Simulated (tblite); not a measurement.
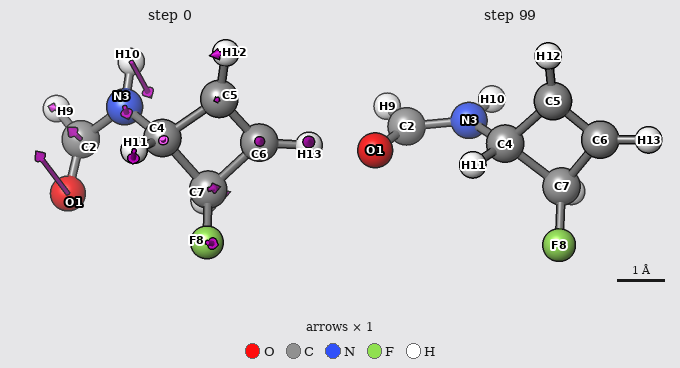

The structure of C5H6FNO before (left) and after (right) a relaxation, at one scale. The purple arrows give the displacements, at their true length.

Style: ball-and-stick. Shown at a tilt.

Method: GFN2-xTB geometry optimisation, gas phase (tblite). 

Question: What changed between the two?

Answer: The atom that moves furthest after the best rigid fit is the O atom (1.57 Å). By element the largest moves are O 1.57 Å, H 1.26 Å, C 0.53 Å, N 0.45 Å, F 0.45 Å. Among the contacts that change: C–N 1.488 → 1.435 Å, C–C 1.356 → 1.331 Å, C–C 1.527 → 1.507 Å, C–N 1.368 → 1.352 Å. Bond angles that change, for instance: N–C–C 109.4° → 118.3°, N–C–H 111.5° → 107.2°, F–C–H 110.3° → 106.9°. Groups turn about C–N by about 65°. Over 99 geometry steps the energy falls by 25.6 kJ/mol. The run took 1.6 s on 1 thread of Intel(R) Xeon(R) Processor @ 2.50GHz (shared host).
